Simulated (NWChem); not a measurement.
**AlNH4 (AlH2(NH2)) at 6 levels**

Aim: a comparison of 6 runs (HF/3-21G, HF/def2-SVP, B3LYP/6-31G*, CAM-B3LYP/6-31G**, B2PLYP/6-311G**, CCSD(T)/cc-pVDZ) of AlNH4 (AlH2(NH2)). 

The results are computed with NWChem 7.3.0.

## Step 1: The molecule

The species is AlNH4 (6 atoms), meant as a singlet with charge 0. SMILES: `[H][Al]([H])[NH2]`. Geometry: a GFN2-xTB relaxation, a rough one for these elements and not checked as a minimum.

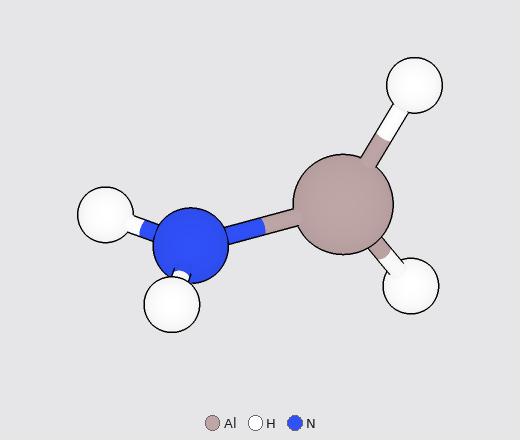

The structure, seen from a chosen angle (aluminium light grey, hydrogen white, nitrogen blue).

## Step 2: Energy and gradient at HF/3-21G (run 1)

run.nw

```
start run
memory total 2200 mb
geometry units bohr noautosym nocenter noautoz
  Al     0.77709318     1.34128981     0.00772898
  H      3.68712023     1.42502357     0.07600478
  H     -0.60006363     3.90899298    -0.03887167
  N     -0.90283555    -1.56282240    -0.01264227
  H     -1.51901855    -2.52832127    -1.54914079
  H     -1.44229567    -2.58418158     1.51692095
end
basis spherical bse
  Al library 3-21G
  H library 3-21G
  N library 3-21G
end
scf
  thresh 1e-08
  maxiter 80
end
task scf gradient
```

The run is started by

```bash
nwchem run.nw > run.out
```

What it wrote:

```text
[...]
  functions       =    30
[...]
  wavefunction    = RHF
[...]
         Total SCF energy =   -297.055250999192
      One-electron energy =   -516.377974021195
      Two-electron energy =    166.825441697706
 Nuclear repulsion energy =     52.497281324296
        Time for solution =      0.3s
[...]
                         RHF ENERGY GRADIENTS
    atom               coordinates                        gradient
                 x          y          z           x          y          z
   1 Al      0.777093   1.341290   0.007729    0.004740   0.007680   0.000148
   2 H       3.687120   1.425024   0.076005   -0.019485  -0.000266  -0.000838
   3 H      -0.600064   3.908993  -0.038872    0.009325  -0.016714   0.000709
   4 N      -0.902836  -1.562822  -0.012642    0.014682   0.025135  -0.000042
   5 H      -1.519019  -2.528321  -1.549141   -0.004194  -0.008243  -0.002790
   6 H      -1.442296  -2.584182   1.516921   -0.005068  -0.007592   0.002814
[...]
```

Run time: 0.94 s. Hardware: 1 thread of Intel Xeon 6975P-C (Granite Rapids), shared host; peak memory 0.099 GiB.

## Step 3: Energy and forces at HF/def2-SVP (run 2)

a.nw

```
start a
memory total 2200 mb
geometry units angstroms noautosym nocenter noautoz
 Al       0.411220       0.709780       0.004090
 H        1.951140       0.754090       0.040220
 H       -0.317540       2.068550      -0.020570
 N       -0.477760      -0.827010      -0.006690
 H       -0.803830      -1.337930      -0.819770
 H       -0.763230      -1.367490       0.802720
end
basis spherical bse
 * library def2-SVP
end
scf
 thresh 1e-08
 maxiter 80
 print low
end
task scf gradient
```

The run is started by

```bash
nwchem a.nw > a.out
```

What it wrote:

```text
[...]
  functions       =    52
[...]
  wavefunction    = RHF
[...]
         Total SCF energy =   -298.580858356217
      One-electron energy =   -518.184734607509
      Two-electron energy =    167.106591150789
 Nuclear repulsion energy =     52.497285100502
        Time for solution =      1.5s
[...]
                         RHF ENERGY GRADIENTS
    atom               coordinates                        gradient
                 x          y          z           x          y          z
   1 Al      0.777093   1.341290   0.007729    0.002290   0.003418   0.000081
   2 H       3.687120   1.425023   0.076005   -0.012984   0.000707  -0.000679
   3 H      -0.600064   3.908993  -0.038872    0.006930  -0.010605   0.000607
   4 N      -0.902835  -1.562822  -0.012642    0.012569   0.021619  -0.000040
   5 H      -1.519018  -2.528321  -1.549141   -0.004053  -0.007791  -0.006336
   6 H      -1.442296  -2.584181   1.516921   -0.004752  -0.007348   0.006367
 Task  times  cpu:        1.9s     wall:        1.9s
 Total times  cpu:        1.9s     wall:        1.9s
```

Wall time 2.5 s (1 thread of Intel Xeon 6975P-C (Granite Rapids), shared host); peak memory 0.1 GiB.

Runs 3 to 5 aren't shown in full; the table further down has their settings and results.

## Step 4: The energy at CCSD(T)/cc-pVDZ (run 6)

mymol.nw

```
start mymol
memory stack 880 mb heap 220 mb global 1100 mb

geometry noautosym nocenter noautoz
   Al       0.411220       0.709780       0.004090
   H        1.951140       0.754090       0.040220
   H       -0.317540       2.068550      -0.020570
   N       -0.477760      -0.827010      -0.006690
   H       -0.803830      -1.337930      -0.819770
   H       -0.763230      -1.367490       0.802720
end

basis spherical bse
   * library cc-pVDZ
end

scf
   singlet
   rhf
   thresh 1e-08
   maxiter 80
   print medium
end

ccsd
   freeze core 6
   maxiter 60
end

task ccsd(t)
```

The run is started by

```bash
nwchem mymol.nw > mymol.out
```

What it wrote:

```text
[...]
  functions       =    52
[...]
  wavefunction    = RHF
[...]
         Total SCF energy =   -298.696602885988
      One-electron energy =   -518.278414841854
      Two-electron energy =    167.084526855363
 Nuclear repulsion energy =     52.497285100502
        Time for solution =      7.3s
[...]
 Total MP2 energy:           -298.941298886814081
[...]
             energy      energy      error      ampl     ampl      Block
                                                time     time      time
[...]
 Total CCSD energy:           -298.968983479502981
[...]
 Total CCSD+T(CCSD) energy:           -298.974600948918237
[...]
 Total CCSD(T) energy:                -298.974408075108670
[...]
```

Run time: 25 s. Hardware: 1 thread of Intel Xeon 6975P-C (Granite Rapids), shared host; peak memory 0.11 GiB.

## Step 5: All runs side by side

| run | level | Cartesian functions | iteration cap | energy (Eh) | HOMO energy (eV) | LUMO energy (eV) | HOMO–LUMO gap (eV) | wall time |
| --- | --- | --- | --- | --- | --- | --- | --- | --- |
| 1 | HF/3-21G | no | 80 | -297.055251 | -9.70 | 1.50 | 11.20 | 0.94 s |
| 2 | HF/def2-SVP | no | 80 | -298.580858 | – | – | – | 2.5 s |
| 3 | B3LYP/6-31G* (Cartesian functions) | yes | 100 | -299.586182 | -6.18 | -1.34 | 4.83 | 8.4 s |
| 4 | CAM-B3LYP/6-31G** (spherical functions) | no | 100 | -299.542831 | -7.87 | -0.23 | 7.65 | 13 s |
| 5 | B2PLYP/6-311G** | no | 100 | -299.428567 | – | – | – | 8.4 s |
| 6 | CCSD(T)/cc-pVDZ | no | 80 | -298.974408 | -10.02 | 1.48 | 11.50 | 25 s |

## Step 6: Summary of results

```
                                          quantity          value
                               run 6: total energy  -298.97441 Eh
        run 6: HOMO energy (Hartree–Fock orbitals)      -10.02 eV
        run 6: LUMO energy (Hartree–Fock orbitals)        1.48 eV
      run 6: HOMO–LUMO gap (Hartree–Fock orbitals)       11.50 eV
run 6: correlation energy (6 core orbitals frozen)     -277.8 mEh
                             run 6: (T) correction      -5.42 mEh
```

What this shows: Over runs 1, 3, 4 the dipole moment (its size) runs from 1.33 D (CAM-B3LYP/6-31G**) to 1.38 D (HF/3-21G). The two ends differ in method and basis. Over runs 1, 3, 4 the HOMO–LUMO gap runs from 4.83 eV (B3LYP/6-31G*) to 11.20 eV (HF/3-21G). Totals of different functionals can't be ranked against each other. All runs together took 58 s, the longest 25 s.
